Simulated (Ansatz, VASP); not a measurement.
# Al2Cl in two plane-wave programs

One calculation is typed for both programs; each brings its own data sets and cutoff. How far apart do they land? The cell is generated by rule, not measured, and may not be a known phase. The cell comes out of the VASP series on this material, whose earlier steps may have relaxed, scaled or displaced it; both programs get it as it stands.

Program: Ansatz 0.2.0. Level of theory: plane waves, with VASP 6.6.1 beside it; single point at PBE. Results are calculated unless marked as measured.

## Step 1: The structure

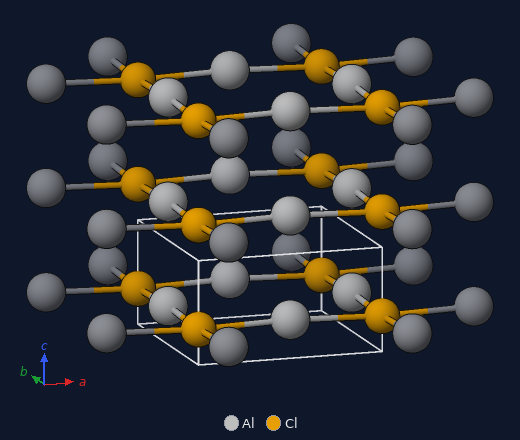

The starting structure, seen slightly off an axis (aluminium light grey, chlorine orange). 1×1×3 cells are drawn. Some periodic images of atoms are drawn too.

## Step 2: VASP: single point, PBE

With cell and atoms fixed, the geometry can't cause a difference; cores, projectors, grids and the points listed under the comparison can.

Lines of VASP's logs that name or quote its potential files are left out, and so is its time.

Input file INCAR:

```
SYSTEM = Al2Cl
PREC = Accurate
ENCUT = 400
EDIFF = 1E-06
NELM = 100
ISMEAR = -1
SIGMA = 0.05
LREAL = .FALSE.
ALGO = Normal
GGA = PE
NBANDS = 12
LORBIT = 11
LWAVE = .FALSE.
LCHARG = .TRUE.
ISIF = 2
LELF = .TRUE.
LVHAR = .TRUE.
```

Input file POSCAR:

```
Al2Cl
1.0
    5.1306441848      0.0000000000      0.0000000000
    0.0000000000      5.1306441848      0.0000000000
    0.0000000000      0.0000000000      2.8390549272
Al Cl
2 1
Direct
    0.5000000000      0.0000000000      0.3695917914
    0.0000000000      0.5000000000      0.3695917914
    0.0000000000      0.0000000000      0.3417252370
```

Input file KPOINTS:

```
Automatic mesh
0
Gamma
5 5 8
0 0 0
```

PAW data sets: Al and Cl (PBE family, release 64).

Started as:

```sh
mpirun -np 1 vasp_std
```

Numbers of over 12 decimals in the logs are rounded to 6 here.

The log of the run:

```text
[banner, memory and clock lines left out]
running    1 mpi-ranks, on    1 nodes
 distrk:  each k-point on    1 cores,    1 groups
 distr:  one band on    1 cores,    1 groups

 POSCAR found type information on POSCAR AlCl
 POSCAR found :  2 types and       3 ions
 LDA part: xc-table for (Slater+PW92), standard interpolation
 POSCAR, INCAR and KPOINTS ok, starting setup
 FFT: planning ... GRIDC
 FFT: planning ... GRID_SOFT
 FFT: planning ... GRID
 WAVECAR not read
 entering main loop
       N       E                     dE             d eps       ncg     rms          rms(c)
DAV:   1     0.338826228570E+02    0.33883E+02   -0.40415E+03   720   0.671E+02
DAV:   2    -0.559236460920E+01   -0.39475E+02   -0.36897E+02   936   0.116E+02
DAV:   3    -0.883501967411E+01   -0.32427E+01   -0.32277E+01   892   0.370E+01
DAV:   4    -0.888028961829E+01   -0.45270E-01   -0.45260E-01   884   0.527E+00
DAV:   5    -0.888125627539E+01   -0.96666E-03   -0.96662E-03   916   0.763E-01    0.876E+00
DAV:   6    -0.877268426836E+01    0.10857E+00   -0.16226E-01   856   0.232E+00    0.507E+00
DAV:   7    -0.874282820004E+01    0.29856E-01   -0.11396E-01   920   0.187E+00    0.825E-01
DAV:   8    -0.874136874315E+01    0.14595E-02   -0.11886E-02   824   0.702E-01    0.223E-01
DAV:   9    -0.874137530778E+01   -0.65646E-05   -0.12768E-03   836   0.229E-01    0.835E-02
DAV:  10    -0.874139177112E+01   -0.16463E-04   -0.92652E-05   892   0.597E-02    0.248E-02
DAV:  11    -0.874139997409E+01   -0.82030E-05   -0.24420E-05   868   0.322E-02    0.901E-03
DAV:  12    -0.874140007012E+01   -0.96033E-07   -0.15704E-06   636   0.904E-03
   1 F= -.87414001E+01 E0= -.87388078E+01  d E =-.518460E-02
```

Parts of OUTCAR (step 2):

```text
ion  position               nearest neighbor table
   1  0.500  0.000  0.370-   3 2.57   3 2.57
   2  0.000  0.500  0.370-   3 2.57   3 2.57
   3  0.000  0.000  0.342-   1 2.57   2 2.57   2 2.57   1 2.57

  LATTYP: Found a simple tetragonal cell.
 ALAT       =     5.1306441848
 C/A-ratio  =     0.5533525275

 Subroutine GETGRP returns: Found  8 space group operations
 (whereof  8 operations were pure point group operations)

The static configuration has the point symmetry C_4v.

 Found     30 irreducible k-points:

   k-points           NKPTS =     30   k-points in BZ     NKDIM =     30   number of bands    NBANDS=     12

   dimension x,y,z NGX =    36 NGY =   36 NGZ =   20
   dimension x,y,z NGXF=    72 NGYF=   72 NGZF=   40

   ENCUT  =  400.0 eV  29.40 Ry    5.42 a.u.   8.37  8.37  4.63*2*pi/ulx,y,z

   NELECT =      13.0000    total number of electrons

 k-points in reciprocal lattice and weights: Automatic mesh
   0.00000000  0.00000000  0.00000000       0.005
   0.20000000  0.00000000  0.00000000       0.020
   0.40000000  0.00000000  0.00000000       0.020
   0.20000000  0.20000000  0.00000000       0.020
   0.40000000  0.20000000  0.00000000       0.040
   0.40000000  0.40000000  0.00000000       0.020
   0.00000000  0.00000000  0.12500000       0.010
   0.20000000  0.00000000  0.12500000       0.040
   0.40000000  0.00000000  0.12500000       0.040
[...]
0.40000000  0.20000000  0.50000000       0.040
   0.40000000  0.40000000  0.50000000       0.020

 average (electrostatic) potential at core
       1 -77.1226       2 -77.1226       3 -93.0638

 E-fermi :   4.0260

 k-point     1 :       0.0000    0.0000    0.0000
  band No.  band energies     occupation
    ...
      2      -2.7785      2.00000
      3      -2.7785      2.00000
      4      -1.8793      2.00000
      5      -0.3440      2.00000
      6       2.2811      2.00000
      7       5.1607      0.00000
      8       5.1607      0.00000
      9       7.7449      0.00000
     10       8.1930      0.00000
     11      10.5096      0.00000
    ...

 k-point     2 :       0.2000    0.0000    0.0000
  band No.  band energies     occupation
    ...
      2      -3.4804      2.00000
      3      -2.7520      2.00000
      4      -1.3451      2.00000
      5       0.2769      2.00000
      6       2.2843      2.00000
      7       4.6151      0.00002
      8       4.6222      0.00001
      9       8.5070      0.00000
     10       8.5862      0.00000
     11       9.4988      0.00000
    ...

 k-point     3 :       0.4000    0.0000    0.0000
  band No.  band energies     occupation
    ...
      3      -2.7078      2.00000
      4      -1.0519      2.00000
      5       1.4928      2.00000
      6       2.2894      2.00000
      7       4.0320      0.93990
      8       4.3080      0.00708
      9       6.2905      0.00000
     10       9.4276      0.00000
     11      11.4425      0.00000
     12      12.0891      0.00000

  Total        0.3003985      0.3003985     -0.3655365      0.0000000      0.0000000      0.0000000
  in kB        6.4400717      6.4400717     -7.8365285      0.0000000      0.0000000      0.0000000
  external PRESSURE =       1.6812050 kB  Pullay stress =       0.0000000 kB

  energy-cutoff  :      400.00
  volume of cell :       74.73
      direct lattice vectors                 reciprocal lattice vectors
     5.130644185  0.000000000  0.000000000     0.194907299  0.000000000  0.000000000
     0.000000000  5.130644185  0.000000000     0.000000000  0.194907299  0.000000000
     0.000000000  0.000000000  2.839054927     0.000000000  0.000000000  0.352229888

 POSITION                                       TOTAL-FORCE (eV/Angst)
 -----------------------------------------------------------------------------------
      2.56532      0.00000      1.04929         0.000000      0.000000     -0.019729
      0.00000      2.56532      1.04929         0.000000     -0.000000     -0.019729
      0.00000      0.00000      0.97018         0.000000      0.000000      0.039459
 -----------------------------------------------------------------------------------
    total drift:                               -0.000000     -0.000000     -0.000003

  FREE ENERGIE OF THE ION-ELECTRON SYSTEM (eV)
  ---------------------------------------------------
  free  energy   TOTEN  =        -8.7414000701 eV

  energy  without entropy=       -8.7362154673  energy(sigma->0) =       -8.73880777

 total charge
# of ion       s       p       d       tot
------------------------------------------
    1        0.496   0.227   0.000   0.723
    2        0.496   0.227   0.000   0.723
    3        1.618   3.519   0.000   5.138
--------------------------------------------------
tot          2.611   3.973   0.000   6.584

[... 3 further parts left out ...]
```

The run ends at a pressure of 0.17 GPa, with forces up to 0.039 eV/Å.

## Step 3: Ansatz: single point, PBE

Ansatz runs on its default PAW (the set named soft_2) files.

The same cell, functional, mesh and smearing now go to Ansatz, which takes its cutoff from its data sets.

Input file input.yaml:

```yaml
crystal:
  lattice:
    - [5.1306441848, 0.0, 0.0]
    - [0.0, 5.1306441848, 0.0]
    - [0.0, 0.0, 2.8390549272]
  atoms:
    - { symbol: Al, position: [0.5, 0.0, 0.3695917914] }
    - { symbol: Al, position: [0.0, 0.5, 0.3695917914] }
    - { symbol: Cl, position: [0.0, 0.0, 0.341725237] }
hamiltonian:
  xc: pbe
  pseudopotentials: { kind: paw }
kpoints:
  mp_grid: { grid: [5, 5, 8] }
scf:
  occupations: { method: fermi_dirac, width: 0.05 }
  n_extra_bands: 4
output:
  forces: true
  stress: true
  eigenvalues: true
```

Started as:

```sh
ansatz run input.yaml --threads 2 --pin off --max-ram 4608MiB --backend cpu --events-out ev --progress --plain --runs-dir out
```

The log of the run:

```text
scf.n_extra_bands = 4 over 7 filled bands (N_el = 13.0): the run solves 11 bands
Engine: ansatz 0.2.0, aarch64-unknown-linux-gnu
Pseudopotentials: kind: paw
Pseudopotential: Al, paw, valence charge 3, recommended cutoff 420 eV (normal), Al.paw.azcp
Pseudopotential: Cl, paw, valence charge 7, recommended cutoff 420 eV (normal), Cl.paw.azcp
Functional definition: PBE
  parameter kappa = 0.804
  parameter beta = 0.066725
  exchange = pbe_x(kappa = kappa, mu = beta*pi^2/3)
  correlation = pbe_c(beta = beta)
Crystal: 3 atoms, lattice volume = 74.734 Å³
Basis set: ecut = 420 eV, 1457 PW (Γ), exchange–correlation on 72×72×40 points (8 copies of the dense FFT grid, shifted against one another)
Bands: 11, of which v1, the nominal top of the filled ones, is band 7 counted from 1 (6 counted from 0)
Symmetry: 8 space group operations
Space group: P4mm (ITA 99), of the structure as read, at distance tolerance 4.2e-5 Å
k-points: 30 of 200 (time reversal used)
Non-local potential: Al, projectors of the file, l = 0: 2, l = 1: 2, l = 2: 1
Non-local potential: Cl, projectors of the file, l = 0: 2, l = 1: 2, l = 2: 2
PAW form: soft (Blöchl's): semilocal exchange-correlation on the pseudo side does not see the compensation charge
PAW one-centre angular grid: Al, 110 points (default); XC on 64 Gauss nodes
PAW one-centre angular grid: Cl, 110 points (default); XC on 64 Gauss nodes
Initial density: superposition of atomic densities (neutral atoms: chi_scale 0, normalization atom), corrected by the library's trained network
Initial wavefunctions: pseudopotential atomic-orbital guess
Functional: x = pbe(κ = 0.804, μ = 0.219515), c = pbe(β = 0.066725)
SCF iter   1: F=—  HF=-2153.932705 eV  |F-HF|=—  |Δ(HF+E_count)|=         —  Δρ=4.67e-3  dr2=2.51e-2  ethr=1.77e-3  ⟨swp⟩=6.3  Hψ=2451  notcnv=0
preconditioner: auto → none  [metal: Δε(μ)=0.040 eV  Ē_g=7.353 eV  σ=0.050 eV  W_gap=0.20  n_scr=8 (ndim 8)  ℏωp=14.2 eV  f_vac=0.000  D(μ)=0.68/eV (n_scr^D=4)  sad-step TF]
SCF iter   2: F=—  HF=-2153.927601 eV  |F-HF|=—  |Δ(HF+E_count)|=   5.10e-3  Δρ=2.41e-3  dr2=6.96e-3  ethr=1.93e-4  ⟨swp⟩=1.1  Hψ=573  notcnv=0
SCF iter   3: F=—  HF=-2153.927186 eV  |F-HF|=—  |Δ(HF+E_count)|=   4.14e-4  Δρ=3.46e-4  dr2=1.03e-4  ethr=5.36e-5  ⟨swp⟩=2.8  Hψ=504  notcnv=0
SCF iter   4: F=—  HF=-2153.927226 eV  |F-HF|=—  |Δ(HF+E_count)|=   3.92e-5  Δρ=5.37e-5  dr2=1.77e-6  ethr=7.93e-7  ⟨swp⟩=2.5  Hψ=510  notcnv=0
SCF iter   5: F=—  HF=-2153.927259 eV  |F-HF|=—  |Δ(HF+E_count)|=   3.31e-5  Δρ=1.23e-5  dr2=2.03e-7  ethr=1.36e-8  ⟨swp⟩=2.1  Hψ=500  notcnv=0
SCF iter   6: F=-2153.927259 eV  HF=-2153.927259 eV  |F-HF|=4.57e-10  |Δ(HF+E_count)|=   5.54e-8  Δρ=2.10e-6  dr2=3.10e-9  ethr=7.69e-10  ⟨swp⟩=5.3  Hψ=1624  notcnv=0
SCF 1 converged in 6 iterations: F = -2153.927259 eV  dr2 = 3.10e-9
  greatest PAW one-centre occupation: 0.914 electrons in one spin orbital (limit 2), on the Cl atom at site 2 (counted from 0), in its partial waves of l = 0
SCF converged after 6 iterations
Free energy (F): -2153.927259 eV
Harris-Foulkes:  -2153.927259 eV  (|F-HF|=4.57e-10)
Internal energy: -2153.922060 eV  (E = F + TS)
E sigma→0 (E₀):  -2153.924659 eV
Entropy (-TS):   -0.005199 eV (-1.733 meV/atom)
Fermi energy:    4.395680 eV
--- Per-component energies (eV) ---
  E_band       = -23.722053
  E_kinetic    = 201.179367
  E_local      = -389.593208  (includes V_loc(G=0)·N_el)
  E_nonlocal   = 50.227113
  E_hartree    = 146.750832
  E_xc         = -183.199909
  E_vxc        = -175.472523  (∫ρ·V_xc dr)
  E_paw        = -1593.251830  (= ΣΔE_a)
  E_vpaw       = -3.563750  (= ΣTr[D̂ρ^β])
  E_aug_tail   = 0.000088  (compensation charges beyond the density's cutoff)
  E_ewald      = -386.034512
  E_smearing   = -0.005199  (= −TS)
  E_closure    = -0.000000  (closes the sum)
  Σ components = -2153.927259   (vs F -2153.927259, Δ=0.00e0)
--- Forces (eV/Å), atoms counted from 1 ---
  atom   1  Al    -0.00000000     0.00000000    -0.01985856
  atom   2  Al     0.00000000     0.00000000    -0.01985856
  atom   3  Cl     0.00000000    -0.00000000     0.03972478
  max |Σ_I F_I| component: 7.65e-6 eV/Å
--- Stress (GPa, compression-positive) ---
        0.658152      -0.000000      -0.000000
       -0.000000       0.658152      -0.000000
       -0.000000      -0.000000      -0.709788
  P = ⅓ Tr σ = 0.2022 GPa (2.022 kbar)
--- Band table (eV; the first three rows and the last of 30) ---
  k-point 0: bands = [... 3 lower, -1.5069, 0.0284, 2.6602, 5.5338, 5.5338, 8.0795, 8.5562, 10.8849]
  k-point 1: bands = [... 3 lower, -1.2734, 0.3097, 1.7574, 5.7572, 5.7572, 8.3253, 8.7653, 10.8576]
  k-point 2: bands = [... 3 lower, -0.9252, 0.4104, 1.1473, 6.3920, 6.3920, 7.9383, 9.0294, 9.4244]
  k-point 29: bands = [... 3 lower, -1.6334, 3.0817, 3.1492, 5.1022, 5.7666, 5.8312, 7.8242, 9.0919]
```

Wall time 2.3 s (2 threads of Arm Neoverse N1, shared host); peak memory 0.31 GiB.

The run ends at a pressure of 0.20 GPa, with forces up to 0.040 eV/Å.

## Step 4: Comparison

Known differences besides the PAW data sets themselves: the cutoff is 420 eV in Ansatz and 400 eV in VASP; VASP leaves aspherical gradient terms in its spheres out (LASPH is not set), Ansatz keeps them. Total energies have different zeros and are not compared.

Compared:

```tsv
quantity	Ansatz	VASP	difference
pressure (GPa)	0.20	0.17	+0.03
```

Ansatz's pressure holds a Pulay correction of 0.02 GPa; VASP's holds none.

## Step 5: What came out

```yaml
difference_in_pressure_single_point_pbe: 0.034 GPa
```

The difference in pressure is 0.034 GPa (single point, PBE), within the 1 GPa picked in this series as the mark of a large difference. How closely two codes agree says nothing of how well the functional describes the real material.

[Lines on the potential files, build, host, timing and source positions are cut from VASP's logs without a mark.]

[Logs are printed without paths, hosts, clocks, repeated set-up lines and the standing remarks that a program may print on its own settings, such as how far it seeks lower states.]

[Hosts, paths, dates, database ids (printed as entryN), source tags and the programs' standing remarks are cut or masked in the printed files.]
